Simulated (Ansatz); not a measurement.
A series of calculations on CH$_{6}$AlN

Part 1: Relaxation

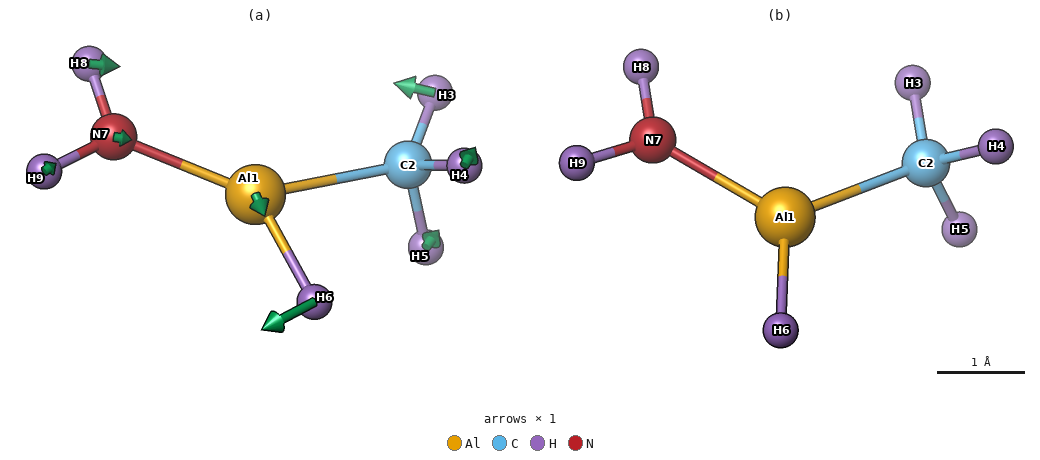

The structure of CH6AlN before (left) and after (right) a relaxation, at one scale. The green arrows give the displacements, at their true length.

Style: ball-and-stick. Shown at a tilt.

The run prepares an end point of a later path (reaction) calculation, from a guessed geometry.

All numbers below come from RKS PBE0/def2-SVP in Ansatz. Set-up: no spin polarisation; force threshold 0.03 eV/Å; at most 50 steps.

> What changed between the two?

The energy falls by 0.706 eV in 7 geometry steps. Largest force component: 1.7 eV/Å at the start, 0.01 eV/Å at the end. The atom that moves furthest after the best rigid fit is H6 (0.81 Å). By element the largest moves are H 0.81 Å, Al 0.31 Å, N 0.23 Å, C 0.03 Å. Among the contacts that change: Al1–H6 1.554 → 1.592 Å, Al1–C2 1.943 → 1.956 Å, Al1–N7 1.766 → 1.776 Å. Bond angles that change, for instance: C2–Al1–H6 84.5° → 123.3°, C2–Al1–N7 140.5° → 120.6°, H6–Al1–N7 135.0° → 116.1°.

Part 2: Relaxation

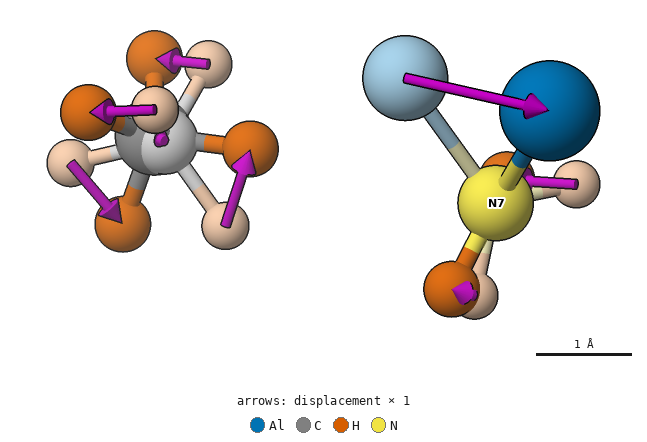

This is a relaxation of CH6AlN. The starting structure is drawn faded, the final one solid; purple arrows show the displacements, at their true length. The two geometries are superimposed by the best rigid fit.

The picture is a ball-and-stick view, seen from a free direction.

The run prepares an end point of a later path (reaction) calculation, from a guessed geometry.

Theory: RKS PBE0/def2-SVP in Ansatz 0.2.0.

The input:
```yaml
crystal:
  periodic: [false, false, false]
  atoms:
    - { symbol: Al, position_ang: [0.228327, 0.249837, -1.395227] }
    - { symbol: C, position_ang: [1.345588, -0.073054, 1.563197] }
    - { symbol: H, position_ang: [0.337046, -0.506543, 1.58255] }
    - { symbol: H, position_ang: [1.881156, -0.342937, 2.485255] }
    - { symbol: H, position_ang: [1.27103, 1.021034, 1.495743] }
    - { symbol: H, position_ang: [1.901305, -0.451015, 0.687673] }
    - { symbol: "N", position_ang: [-1.45699, 0.060718, -0.771541] }
    - { symbol: H, position_ang: [-1.861904, -0.726529, -0.269287] }
    - { symbol: H, position_ang: [-2.180858, 0.768489, -0.892362] }
basis:
  gaussian: { orbitals: def2-SVP }
hamiltonian:
  xc: pbe0
relax:
  f_tol: 0.03
  max_steps: 50
```

Command:
```bash
ansatz run input.yaml --threads 1 --pin off --max-ram 2048MiB --backend cpu --events-out ev --progress --plain --runs-dir out
```

Q: Describe the change and its energy.

A: After 23 accepted moves (27 points after the start) the energy has fallen by 0.141 eV. The largest force component goes from 0.28 to 0.0061 eV/Å. The line search rejected the trial steps at points 9, 14, 16, 20 of the run. The forces were under the threshold at step 8, but the run went on from there. Al1 moves most after the best rigid fit: 1.70 Å. Largest moves by element: Al 1.70 Å, H 0.91 Å, C 0.18 Å, N 0.12 Å. Bond angles that change, for instance: Al1–N7–H9 123.3° → 126.0°, Al1–N7–H8 128.5° → 126.0°.

Limits of the set-up: the start holds two separate molecules, 2.8 Å apart at their closest, whose relative position is a soft coordinate and is computed without a dispersion correction.

Part 3: Path

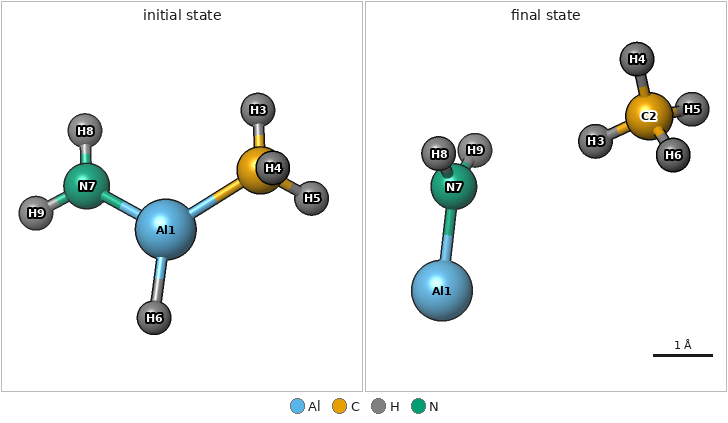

The two relaxed end points of a path for CH₆AlN. A ball-and-stick model, seen at a tilt.

Computed with RKS PBE0/def2-SVP in Ansatz 0.2.0.

Set-up: 7 movable images; climbing image; force threshold 0.05 eV/Å; iteration limit 60.

Start:
```xyz
9

Al    0.4813    0.1848   -0.1134
C     0.9447   -0.1083    1.7645
H     0.0826   -0.4104    2.3805
H     1.7171   -0.8897    1.8661
H     1.3694    0.8061    2.2131
H     1.5421    0.6150   -1.2193
N    -1.1912   -0.0205   -0.6748
H    -1.9820   -0.2880   -0.0987
H    -1.4993    0.1110   -1.6320
```

End:
```xyz
9

Al   -1.2133    0.7767   -2.3964
C     1.4803   -0.0416    1.6438
H     0.6838    0.0139    0.8889
H     1.3138   -0.9086    2.2977
H     1.4799    0.8749    2.2494
H     2.4530   -0.1450    1.1444
N    -1.5026   -0.0128   -0.7972
H    -1.3618   -0.9990   -0.5826
H    -1.8684    0.4416    0.0381
```

Predict the minimum-energy path and its barrier.

Forward barrier 3.36 eV, backward barrier 2.51 eV, with image 2 at the top; the reaction energy is +0.85 eV. Breaking: Al1–C2 (1.96 → 2.22 at the top → 4.92 Å), Al1–H6 (1.59 → 1.58 at the top → 5.18 Å). Forming: C2–H6 (3.13 → 1.72 at the top → 1.10 Å). The band is converged.

Energies of the converged images:

```tsv
image	path (Å)	E (eV)
0	0.00	0.000
1	1.62	0.044
2	3.24	3.360
3	4.19	1.066
4	5.14	0.894
5	6.08	0.888
6	7.03	0.871
7	7.98	0.852
8	8.93	0.849
```

The geometry at the top of the path:

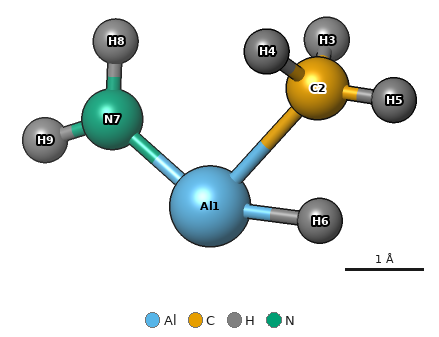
